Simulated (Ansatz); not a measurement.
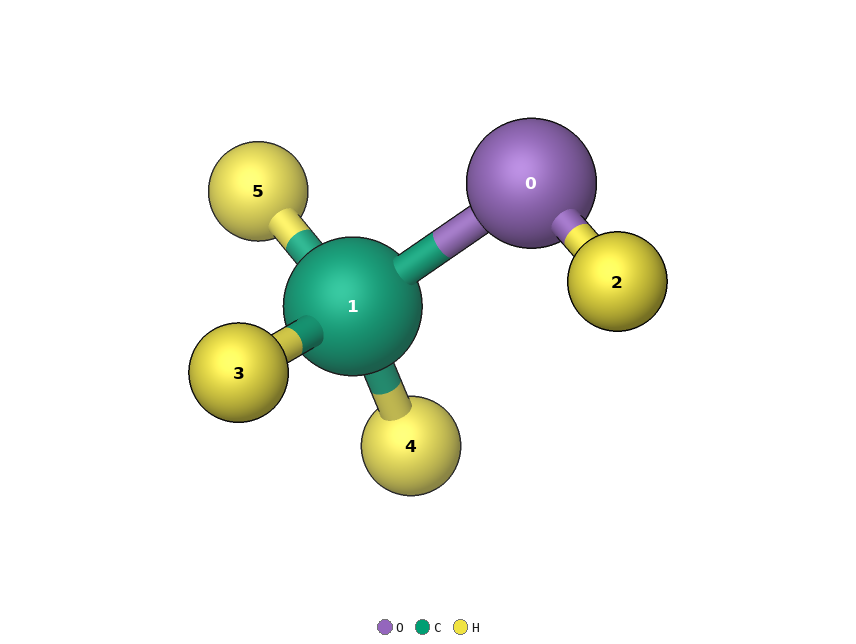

The structure as it stands in the input. Atoms are numbered from 0, in the order of the input.

The calculation was set up as follows.

```yaml
crystal:
  periodic: [false, false, false]
  atoms:
    - {symbol: O, position_ang: [0.497779, 0.200028, 0.424306]}
    - {symbol: C, position_ang: [1.041214, -0.858947, -0.329773]}
    - {symbol: H, position_ang: [0.862302, 1.024765, 0.097259]}
    - {symbol: H, position_ang: [2.132029, -0.924932, -0.232297]}
    - {symbol: H, position_ang: [0.788042, -0.786723, -1.394847]}
    - {symbol: H, position_ang: [0.610250, -1.782248, 0.058650]}
basis:
  gaussian: {orbitals: "def2-QZVPP.json"}
correlation: {method: mp2}
```

Result:

```
Functional definition: HF
  name "HF"
  cite "Fock, Z. Phys. 61, 126 (1930) doi:10.1007/BF01340294"
  parent pbe
  exchange = exact_x
  correlation = 0
1404 factors; integrals over basis functions are off by at most 9.2e-4 eV
mean field evaluation 1: about -3130.1882 eV, gradient 3.1e1 eV
mean field evaluation 2: about -3130.1886 eV, gradient 3.1e1 eV
mean field evaluation 4: about -3132.0360 eV, gradient 2.7e0 eV
mean field evaluation 8: about -3132.0571 eV, gradient 1.1e-4 eV
mean field -3132.05705426 eV, -115.1009737594 hartree, gradient 1.4e-6 eV, S^2 0.000000; 0 other end points of the search recorded, 0 dependent functions left out
2 core orbitals not correlated: weight in the atoms' cores, before any rotation towards them, 1.000 or more for the frozen orbitals, at most 0.000 for the correlated occupied ones
reference -3132.05705426 eV, -115.1009737594 hartree; 7, 7 occupied and 225, 225 virtual orbitals, 1404 factors
second order -12.47465071 eV of doubles, -0.00000000 eV of singles
Total energy: -3144.53170497 eV, -115.5594087176 hartree
```
